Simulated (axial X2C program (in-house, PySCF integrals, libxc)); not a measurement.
# All-electron X2C curves of NaBe⁺

What are the state, bond length, wavenumber and bond energy of NaBe⁺, and what does spin–orbit coupling change?

The runs use an in-house X2C program for linear molecules on PySCF integrals; all-electron X2C, Na dyall-cv3z, Be dyall-cv3z.

All values are calculated.

### 1 The job

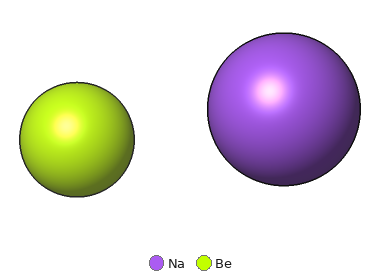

The two atoms at 2.570 Å (sodium purple, beryllium green).

The input, task.json:

```json
{
 "zs": [
  11,
  4
 ],
 "q": 1,
 "bas": [
  "dyall-cv3z",
  "dyall-cv3z"
 ],
 "levels": [
  "PBE0",
  "HF",
  "M06"
 ],
 "cc": true,
 "r0": 2.57,
 "thr": -2.0,
 "nmax": 90,
 "npts": 10,
 "nst": 2,
 "ntry": 6
}
```

Keys: zs atomic numbers; q charge; bas basis sets; levels methods (HF also brings MP2); cc coupled cluster on or off; r0 starting distance in Å; thr threshold in hartree for freezing inner shells (an s shell follows its p shell); nmax most natural virtual spinors; npts points asked for on the curve; nst determinants followed; ntry starts of the search.

Command:

```console
python so2c.py task.json out
```

Spin-free means the one-electron spin-free X2C Hamiltonian; two-component (2c) means X2C with spin–orbit coupling and atomic mean-field two-electron Coulomb and Gaunt terms. Basis: Na dyall-cv3z contracted to [9s8p5d2f], Be dyall-cv3z contracted to [8s8p3d1f]; Gaussian nuclei, density fitting. Masses: Na 22.990 u, Be 9.012 u.

Notation: σ, π±, δ± give the projection m of an orbital's angular momentum (0, ±1, ±2), α and β its spin, Λ and M_S the sums; ω is the projection of a spinor's total angular momentum and Ω the sum. Logs are in hartree.

The results follow Hamiltonian by Hamiltonian and level by level.

### 2 State search with PBE0

PBE0 moves the distance from 2.570 Å to 2.947 Å and compares determinants there.

Spin-free determinants:

```tsv
ΔE (eV)	state	open shells
0.00	M_S = 0, Λ = 0	closed shell
2.07	M_S = 1, Λ = 0	beyond closed shells: 2 × σα
2.73	M_S = 1, Λ = 1	beyond closed shells: σα, π+α
3.81	M_S = 0, Λ = 1	beyond closed shells: σα, π+β
7.03	M_S = 1, Λ = 0	beyond closed shells: π+α, π-α
```

Two-component determinants:

```
ΔE (eV)  state                              open shells
   0.00  Ω = 0                             closed shell
   2.07  Ω = 1        excess of +ω over −ω: 2 × ω = 1/2
   2.73  Ω = 2   excess of +ω over −ω: ω = 1/2, ω = 3/2
   3.81  Ω = 1  excess of +ω over −ω: ω = -1/2, ω = 3/2
```

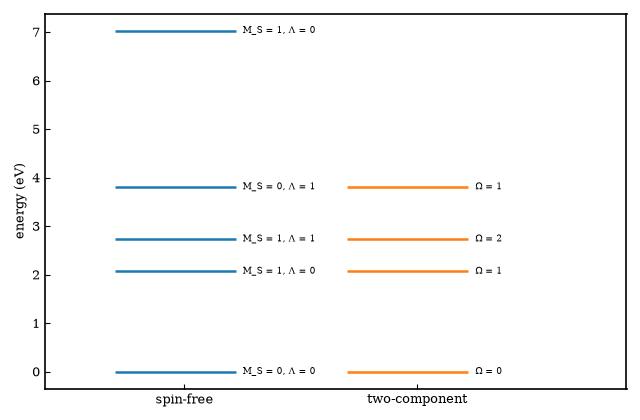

The determinants found, each set from its own lowest.

### 3 PBE0, spin-free

State followed: M_S = 0, Λ = 0 (closed shell). The scan is laid around 2.947 Å, a first estimate of the minimum, and this SCF restarts from the orbitals of the search.

Output at 2.947 Å:

```text
spin-free X2C-1e  PBE0
basis functions 126  fitting functions 573  grid points 4365
iter        total energy     max residual
   1       -176.858000326     4.41e-06
   2       -176.858000326     2.29e-06
converged
one-electron -259.73368202  Coulomb 91.93268295  exact exchange -4.14243033  xc functional -12.81541833  nuclear repulsion 7.90084740
```

Along the bond, energies from the lowest point:

| R (Å) | E (eV) | μ (D) | HOMO (eV) | LUMO (eV) | iterations |
| --- | --- | --- | --- | --- | --- |
| 2.564 | 0.1117 | -0.06 | -12.03 | -6.90 | 8 |
| 2.682 | 0.0461 | -0.20 | -11.88 | -6.86 | 7 |
| 2.770 | 0.0180 | -0.32 | -11.77 | -6.82 | 7 |
| 2.859 | 0.0037 | -0.45 | -11.66 | -6.79 | 7 |
| 2.947 | 0.0000 | -0.60 | -11.55 | -6.76 | 2 |
| 3.050 | 0.0059 | -0.78 | -11.42 | -6.72 | 7 |
| 3.153 | 0.0198 | -0.97 | -11.29 | -6.69 | 7 |
| 3.286 | 0.0455 | -1.24 | -11.14 | -6.64 | 8 |
| 3.448 | 0.0837 | -1.58 | -10.95 | -6.60 | 8 |
| 3.684 | 0.1438 | -2.10 | -10.69 | -6.56 | 8 |

Dipoles are positive if Be is the positive end and refer to the centre of mass.

Outer orbitals at the reference distance:

| symmetry | occupied | ε (eV) | atomic character |
| --- | --- | --- | --- |
| σα | yes | -11.55 | 72% Be s, 12% Na p, 11% Na s |
| σα | no | -6.76 | 60% Be p, 30% Na s, 7% Be s |
| π+α | no | -5.86 | 85% Be p, 10% Na p, 5% Na d |
| π-α | no | -5.86 | 85% Be p, 10% Na p, 5% Na d |
| σα | no | -4.95 | 44% Na s, 26% Na p, 26% Be p |

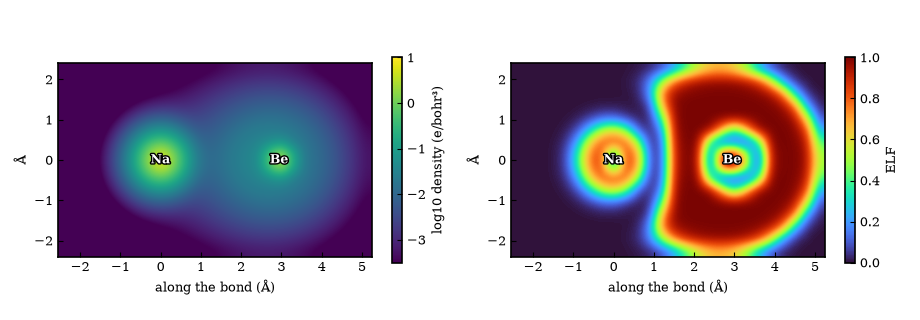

PBE0 fields in a plane through the axis, from a grid of 0.3 Å; Na lies at z = 0 and Be at z = 2.947 Å; the ELF is damped to zero where the density is low.

Re = 2.938 Å, ωe = 212.0 cm⁻¹, ωexe = 2.85 cm⁻¹, Be = 0.3016 cm⁻¹, De = 0.478 eV, μ = -0.58 D.

### 4 HF, spin-free

Output at 2.947 Å:

```text
spin-free X2C-1e  HF
basis functions 126  fitting functions 573  grid points 4365
iter        total energy     max residual
   1       -176.469872974     5.00e-02
   2       -176.475183791     2.36e-03
   3       -176.475301643     4.58e-04
   4       -176.475309039     1.26e-04
   5       -176.475309709     3.69e-05
   6       -176.475309821     5.02e-06
   7       -176.475309822     3.39e-07
converged
one-electron -259.80465194  Coulomb 92.03681908  exact exchange -16.60832436  xc functional 0.00000000  nuclear repulsion 7.90084740
```

Re = 3.049 Å, ωe = 190.5 cm⁻¹, ωexe = 2.95 cm⁻¹, Be = 0.2801 cm⁻¹, De = 0.383 eV, μ = -0.90 D.

### 5 M06, spin-free

Output at 2.947 Å:

```text
spin-free X2C-1e  M06
basis functions 126  fitting functions 573  grid points 4365
iter        total energy     max residual
   1       -176.976584761     3.42e-02
   2       -176.978449576     2.52e-03
   3       -176.978509996     1.80e-03
   4       -176.978545368     1.97e-04
   5       -176.978546014     4.47e-05
   6       -176.978546056     2.53e-05
   7       -176.978546062     4.10e-06
   8       -176.978546063     1.03e-06
converged
one-electron -259.81973963  Coulomb 92.03991304  exact exchange -4.47985113  xc functional -12.61971573  nuclear repulsion 7.90084740
```

Re = 3.032 Å, ωe = 178.7 cm⁻¹, Be = 0.2832 cm⁻¹, De = 0.443 eV, μ = -0.78 D.

### 6 Correlated methods, spin-free

Correlated methods: 10 electrons correlated (frozen shells, counted by type: Na 1 s; Be 1 s), 200 virtual spinors in MP2, 90 natural virtuals in coupled cluster.

Output of the correlated part at 2.947 Å:

```text
correlated 10  virtual 200  natural virtual 90  E(MP2) -0.298076231  MP2 remainder -0.005966946
iter   CCSD correlation   residual
   1     -0.302755121   1.31e-01
   2     -0.312624204   6.75e-02
   3     -0.312095015   1.27e-02
   4     -0.312127975   4.09e-03
   5     -0.312190879   1.54e-03
   6     -0.312179686   5.09e-04
   7     -0.312179262   1.71e-04
   8     -0.312180696   6.53e-05
   9     -0.312180090   2.50e-05
  10     -0.312180299   7.72e-06
  11     -0.312180203   2.00e-06
  12     -0.312180202   5.32e-07
(T) -0.003249209  T1 0.0136  D1 0.0291  max T2 0.165
```

T1 in the output is the amplitude norm over the root of the electron number; divide by √2 for the Lee–Taylor value.

MP2: Re = 2.968 Å, ωe = 203.2 cm⁻¹, Be = 0.2957 cm⁻¹, De = 0.413 eV.

CCSD: Re = 2.983 Å, ωe = 198.3 cm⁻¹, ωexe = 2.91 cm⁻¹, Be = 0.2927 cm⁻¹, De = 0.388 eV. T1 at Re = 0.010 (Lee–Taylor, the printed value over √2).

CCSD(T): Re = 2.972 Å, ωe = 200.3 cm⁻¹, ωexe = 2.9 cm⁻¹, Be = 0.2947 cm⁻¹, De = 0.391 eV. T1 at Re = 0.010 (Lee–Taylor, the printed value over √2).

### 7 A higher determinant, spin-free

State: M_S = 1, Λ = 0 (beyond closed shells: 2 × σα).

Output at the reference distance:

```text
spin-free X2C-1e  PBE0
basis functions 126  fitting functions 573  grid points 4365
iter        total energy     max residual
   1       -176.782035658     1.92e-06
   2       -176.782035658     6.37e-07
converged
one-electron -259.62997591  Coulomb 91.94162788  exact exchange -4.15712499  xc functional -12.83741004  nuclear repulsion 7.90084740
```

| R (Å) | E above the lowest PBE0 point (eV) |
| --- | --- |
| 2.564 | 2.382 |
| 2.682 | 2.245 |
| 2.770 | 2.168 |
| 2.859 | 2.110 |
| 2.947 | 2.067 |
| 3.050 | 2.033 |
| 3.153 | 2.012 |
| 3.286 | 2.000 |
| 3.448 | 2.004 |

No constants are quoted: too few points lie around the minimum for a second fit to confirm the first.

### 8 The spin-free curves together

Energy (eV) of the followed determinant, spin-free, from each level's lowest point:

| R (Å) | PBE0 | HF | MP2 | CCSD | CCSD(T) | M06 |
| --- | --- | --- | --- | --- | --- | --- |
| 2.564 | 0.112 | 0.173 | 0.125 | n/a | n/a | 0.148 |
| 2.682 | 0.046 | 0.087 | 0.055 | 0.058 | 0.055 | 0.072 |
| 2.770 | 0.018 | 0.045 | 0.024 | 0.026 | 0.024 | 0.036 |
| 2.859 | 0.004 | 0.019 | 0.006 | 0.008 | 0.007 | 0.014 |
| 2.947 | 0.000 | 0.005 | 0.000 | 0.000 | 0.000 | 0.003 |
| 3.050 | 0.006 | 0.000 | 0.003 | 0.001 | 0.002 | 0.000 |
| 3.153 | 0.020 | 0.004 | 0.014 | 0.011 | 0.013 | 0.005 |
| 3.286 | 0.045 | 0.019 | 0.036 | 0.031 | 0.034 | 0.019 |
| 3.448 | 0.084 | 0.046 | 0.069 | n/a | n/a | 0.046 |
| 3.684 | 0.144 | 0.092 | 0.122 | n/a | n/a | 0.092 |

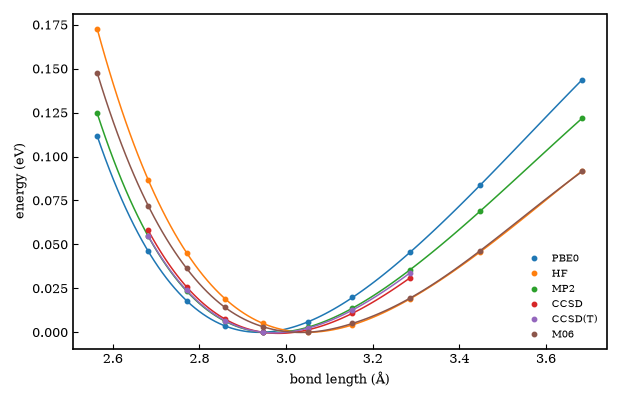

Curves of the followed state, spin-free, each from its own lowest point.

### 9 PBE0, 2c

State followed: Ω = 0 (closed shell). The scan is laid around 2.947 Å, a first estimate of the minimum, and this SCF restarts from the orbitals of the search.

The SCF at the reference distance of 2.947 Å:

```text
two-component X2C + atomic mean field  PBE0
basis functions 126  fitting functions 573  grid points 4365
iter        total energy     max residual
   1       -176.842605526     1.28e-06
   2       -176.842605526     7.13e-07
converged
one-electron -259.69140774  Coulomb 91.91903242  exact exchange -4.14191184  xc functional -12.81380091  nuclear repulsion 7.90084740  atomic mean-field constant -0.01536485
```

Along the bond, energies from the lowest point:

| R (Å) | E (eV) | μ (D) | HOMO (eV) | LUMO (eV) | iterations |
| --- | --- | --- | --- | --- | --- |
| 2.564 | 0.1118 | -0.06 | -12.03 | -6.90 | 8 |
| 2.682 | 0.0461 | -0.20 | -11.88 | -6.86 | 7 |
| 2.770 | 0.0180 | -0.32 | -11.77 | -6.82 | 7 |
| 2.859 | 0.0037 | -0.45 | -11.66 | -6.79 | 7 |
| 2.947 | 0.0000 | -0.60 | -11.55 | -6.76 | 2 |
| 3.050 | 0.0059 | -0.78 | -11.42 | -6.72 | 7 |
| 3.153 | 0.0198 | -0.97 | -11.29 | -6.69 | 7 |
| 3.286 | 0.0454 | -1.24 | -11.14 | -6.64 | 8 |
| 3.448 | 0.0837 | -1.58 | -10.95 | -6.60 | 8 |
| 3.684 | 0.1437 | -2.10 | -10.69 | -6.56 | 8 |

Dipoles are positive if Be is the positive end and refer to the centre of mass.

Outer spinors at the reference distance:

```
  ω  occupied  ε (eV)              atomic character  λ mixture
1/2       yes  -11.55  72% Be s, 12% Na p, 11% Na s     100% σ
1/2        no   -6.76   60% Be p, 30% Na s, 7% Be s     100% σ
1/2        no   -5.86   85% Be p, 10% Na p, 5% Na d     100% π
3/2        no   -5.86   85% Be p, 10% Na p, 5% Na d     100% π
1/2        no   -4.95  44% Na s, 26% Na p, 26% Be p     100% σ
```

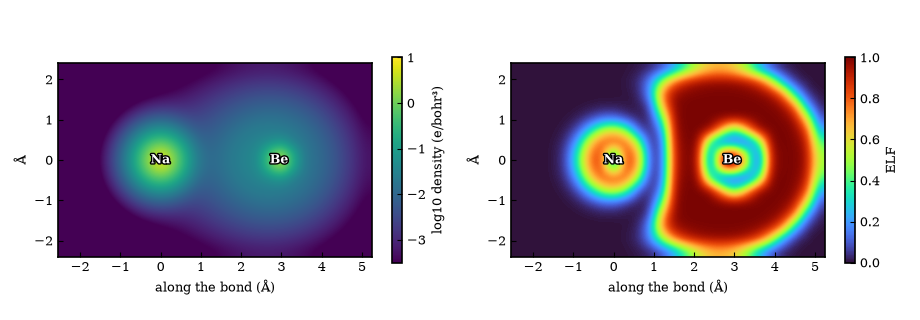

PBE0 fields in a plane through the axis, from a grid of 0.3 Å; Na lies at z = 0 and Be at z = 2.947 Å; the ELF is damped to zero where the density is low.

Re = 2.939 Å, ωe = 211.9 cm⁻¹, ωexe = 2.85 cm⁻¹, Be = 0.3015 cm⁻¹, De = 0.478 eV, μ = -0.58 D.

### 10 HF, 2c

The SCF at the reference distance of 2.947 Å:

```text
two-component X2C + atomic mean field  HF
basis functions 126  fitting functions 573  grid points 4365
iter        total energy     max residual
   1       -176.454540145     5.00e-02
   2       -176.459849354     2.36e-03
   3       -176.459967205     4.58e-04
   4       -176.459974605     1.26e-04
   5       -176.459975274     3.69e-05
   6       -176.459975386     5.02e-06
   7       -176.459975388     3.40e-07
converged
one-electron -259.76233911  Coulomb 92.02312018  exact exchange -16.60623900  xc functional 0.00000000  nuclear repulsion 7.90084740  atomic mean-field constant -0.01536485
```

Re = 3.049 Å, ωe = 190.5 cm⁻¹, ωexe = 2.95 cm⁻¹, Be = 0.2801 cm⁻¹, De = 0.383 eV, μ = -0.90 D.

### 11 M06, 2c

The SCF at the reference distance of 2.947 Å:

```text
two-component X2C + atomic mean field  M06
basis functions 126  fitting functions 573  grid points 4365
iter        total energy     max residual
   1       -176.961180562     3.42e-02
   2       -176.963044455     2.52e-03
   3       -176.963104833     1.80e-03
   4       -176.963140195     1.97e-04
   5       -176.963140840     4.47e-05
   6       -176.963140882     2.53e-05
   7       -176.963140888     4.10e-06
   8       -176.963140888     1.02e-06
converged
one-electron -259.77745513  Coulomb 92.02623588  exact exchange -4.47928550  xc functional -12.61811867  nuclear repulsion 7.90084740  atomic mean-field constant -0.01536485
```

Re = 3.032 Å, ωe = 178.8 cm⁻¹, Be = 0.2831 cm⁻¹, De = 0.443 eV, μ = -0.78 D.

### 12 Correlated methods, 2c

Correlated methods: 10 electrons correlated (frozen shells, counted by type: Na 1 s; Be 1 s), 200 virtual spinors in MP2, 90 natural virtuals in coupled cluster.

Output of the correlated part at 2.947 Å:

```text
correlated 10  virtual 200  natural virtual 90  E(MP2) -0.298042175  MP2 remainder -0.005970787
iter   CCSD correlation   residual
   1     -0.302722454   1.31e-01
   2     -0.312590482   6.75e-02
   3     -0.312061477   1.27e-02
   4     -0.312094471   4.09e-03
   5     -0.312157353   1.54e-03
   6     -0.312146163   5.09e-04
   7     -0.312145738   1.71e-04
   8     -0.312147172   6.53e-05
   9     -0.312146567   2.50e-05
  10     -0.312146775   7.72e-06
  11     -0.312146680   2.00e-06
  12     -0.312146679   5.32e-07
(T) -0.003249206  T1 0.0136  D1 0.0291  max T2 0.165
```

MP2: Re = 2.968 Å, ωe = 203.2 cm⁻¹, Be = 0.2956 cm⁻¹, De = 0.413 eV.

CCSD: Re = 2.983 Å, ωe = 198.3 cm⁻¹, ωexe = 2.91 cm⁻¹, Be = 0.2927 cm⁻¹, De = 0.388 eV. T1 at Re = 0.010 (Lee–Taylor, the printed value over √2).

CCSD(T): Re = 2.973 Å, ωe = 200.3 cm⁻¹, ωexe = 2.9 cm⁻¹, Be = 0.2947 cm⁻¹, De = 0.391 eV. T1 at Re = 0.010 (Lee–Taylor, the printed value over √2).

### 13 A higher determinant, 2c

State: Ω = 1 (excess of +ω over −ω: 2 × ω = 1/2).

Output at the reference distance:

```text
two-component X2C + atomic mean field  PBE0
basis functions 126  fitting functions 573  grid points 4365
iter        total energy     max residual
   1       -176.766638949     5.02e-07
   2       -176.766638949     3.16e-07
converged
one-electron -259.58766561  Coulomb 91.92792938  exact exchange -4.15660285  xc functional -12.83578241  nuclear repulsion 7.90084740  atomic mean-field constant -0.01536485
```

| R (Å) | E above the lowest PBE0 point (eV) |
| --- | --- |
| 2.564 | 2.382 |
| 2.682 | 2.245 |
| 2.770 | 2.169 |
| 2.859 | 2.110 |
| 2.947 | 2.067 |
| 3.050 | 2.033 |
| 3.153 | 2.012 |
| 3.286 | 2.000 |
| 3.448 | 2.004 |

No constants are quoted: too few points lie around the minimum for a second fit to confirm the first.

### 14 The 2c curves together

Energy (eV) of the followed determinant, 2c, from each level's lowest point:

| R (Å) | PBE0 | HF | MP2 | CCSD | CCSD(T) | M06 |
| --- | --- | --- | --- | --- | --- | --- |
| 2.564 | 0.112 | 0.173 | 0.125 | n/a | n/a | 0.148 |
| 2.682 | 0.046 | 0.087 | 0.055 | 0.058 | 0.055 | 0.072 |
| 2.770 | 0.018 | 0.045 | 0.024 | 0.026 | 0.024 | 0.036 |
| 2.859 | 0.004 | 0.019 | 0.006 | 0.008 | 0.007 | 0.014 |
| 2.947 | 0.000 | 0.005 | 0.000 | 0.000 | 0.000 | 0.003 |
| 3.050 | 0.006 | 0.000 | 0.003 | 0.001 | 0.002 | 0.000 |
| 3.153 | 0.020 | 0.004 | 0.014 | 0.011 | 0.013 | 0.005 |
| 3.286 | 0.045 | 0.019 | 0.035 | 0.031 | 0.034 | 0.019 |
| 3.448 | 0.084 | 0.046 | 0.069 | n/a | n/a | 0.046 |
| 3.684 | 0.144 | 0.092 | 0.122 | n/a | n/a | 0.091 |

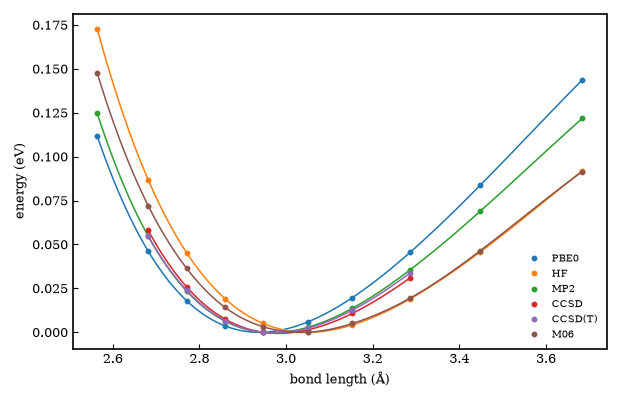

Curves of the followed state, 2c, each from its own lowest point.

Time for the job: 3.3 min (1 thread, shared host).

### 15 Constants

Lowest determinant that the search found at its distance, spin-free: M_S = 0, Λ = 0 (closed shell).

Lowest determinant that the search found at its distance, 2c: Ω = 0 (closed shell).

| Hamiltonian | level | Re (Å) | ωe (cm⁻¹) | De (eV) | μ (D) |
| --- | --- | --- | --- | --- | --- |
| spin-free | PBE0 | 2.938 | 212.0 | 0.478 | -0.58 |
| spin-free | HF | 3.049 | 190.5 | 0.383 | -0.90 |
| spin-free | MP2 | 2.968 | 203.2 | 0.413 | n/a |
| spin-free | CCSD | 2.983 | 198.3 | 0.388 | n/a |
| spin-free | CCSD(T) | 2.972 | 200.3 | 0.391 | n/a |
| spin-free | M06 | 3.032 | 178.7 | 0.443 | -0.78 |
| 2c | PBE0 | 2.939 | 211.9 | 0.478 | -0.58 |
| 2c | HF | 3.049 | 190.5 | 0.383 | -0.90 |
| 2c | MP2 | 2.968 | 203.2 | 0.413 | n/a |
| 2c | CCSD | 2.983 | 198.3 | 0.388 | n/a |
| 2c | CCSD(T) | 2.973 | 200.3 | 0.391 | n/a |
| 2c | M06 | 3.032 | 178.8 | 0.443 | -0.78 |

Dipoles are positive if Be is the positive end and refer to the centre of mass.

Time per point (s) on 1 thread, shared host (2c runs; CCSD comes with the CCSD(T) run); the times are rough: PBE0 0.27, HF 0.12, MP2 0.4, CCSD(T) 10, M06 0.6.

At CCSD(T), going from spin-free to two-component changes Re by 0 mÅ, ωe by 0.0 %, which is small (part of it comes from the scalar share of the two-electron terms). De moves by 0.00 eV; both De rest on single-determinant atoms, which can miss part of an open shell's spin–orbit lowering.

De refers to Na+ + Be, each in the lowest determinant found, which need not be this curve's own limit. The state is a single determinant with fixed occupations, the lowest that a limited PBE0 search found. Closed shells are restricted here (equal orbitals for both partners), which fails at long range if the bond breaks into open shells. Dissociation energies refer to the lowest single-determinant-based atoms at the same level and basis. CCSD and (T) use frozen natural virtuals with an MP2 correction for the truncation. The meta-GGAs lack a current-density term, which matters for open shells with orbital currents, atoms included.
